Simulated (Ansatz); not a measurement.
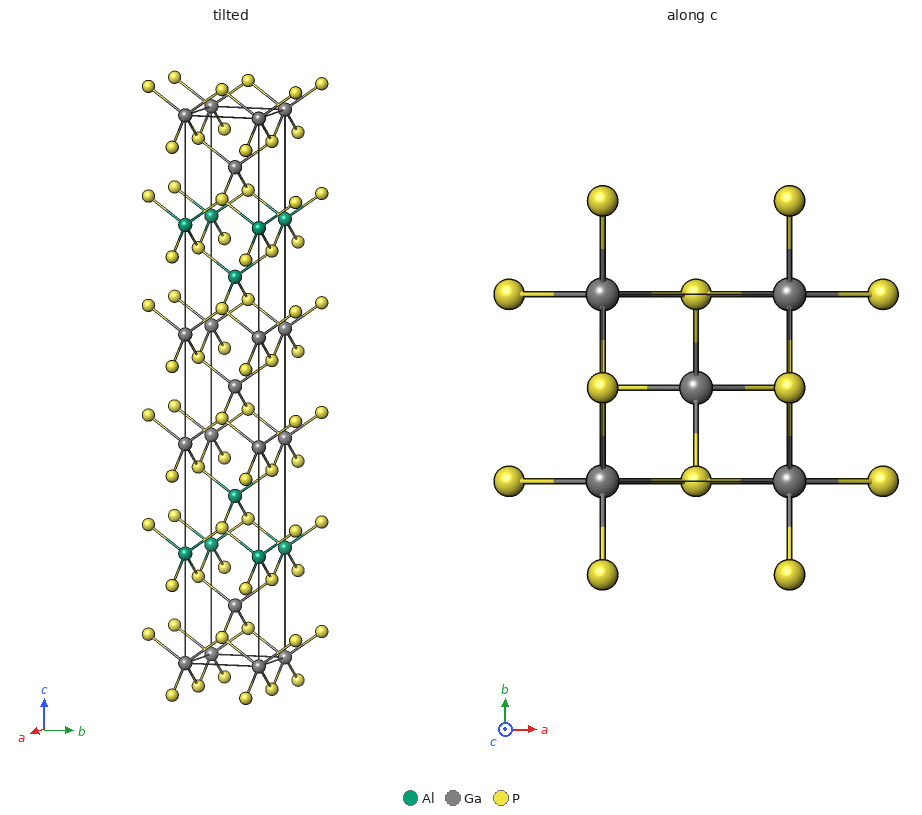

Shown here is a ball-and-stick view of the crystal, taken slightly off an axis and along the c axis. The frame is the conventional unit cell; atoms at its boundary are shown with their periodic copies. Some atoms of the next cells are drawn as well.

Al₂Ga₃P₅, space group I-4m2 (No. 119), a = 3.894 Å, b = 3.894 Å, c = 27.534 Å, α = 90.00°, β = 90.00°, γ = 90.00°. It derives from a structure type filled with these elements by a generator (whether the compound takes this form wasn't checked). Earlier steps of the study, as a rule a relaxation of our own, may have changed the cell and positions, so they can lie some per cent off the listed ones. An electronic-structure calculation with Ansatz was run on it.

This one geometry was computed with Ansatz (DFT, plane waves, PAW) at three levels of theory: r2SCAN, PBEsol and PBE.

> Which level gives the highest pressure at this volume, and what does that say about its equilibrium volume?

Highest: PBE (0.0 GPa), which points to the largest equilibrium volume. Lowest, with the smallest volume: r2SCAN (-2.0 GPa) and PBEsol (-2.4 GPa). Levels within 0.5 GPa of each other can't be told apart.

> How does the band gap change with the level of theory?

PBEsol: a gap of 1.45 eV, direct; PBE: a gap of 1.58 eV, direct; r2SCAN: a gap of 1.87 eV, direct.

> Collect the results in a table.

| level | cutoff (eV) | k-mesh of the run's cell | gap (eV) | pressure (GPa) |
| --- | --- | --- | --- | --- |
| r2SCAN | 500 | 10×10×10 | 1.87 | -2.0 |
| PBEsol | 420 | 10×10×10 | 1.45 | -2.4 |
| PBE | 420 | 10×10×10 | 1.58 | 0.0 |

Gaps are taken on the k-mesh or band path of each run.
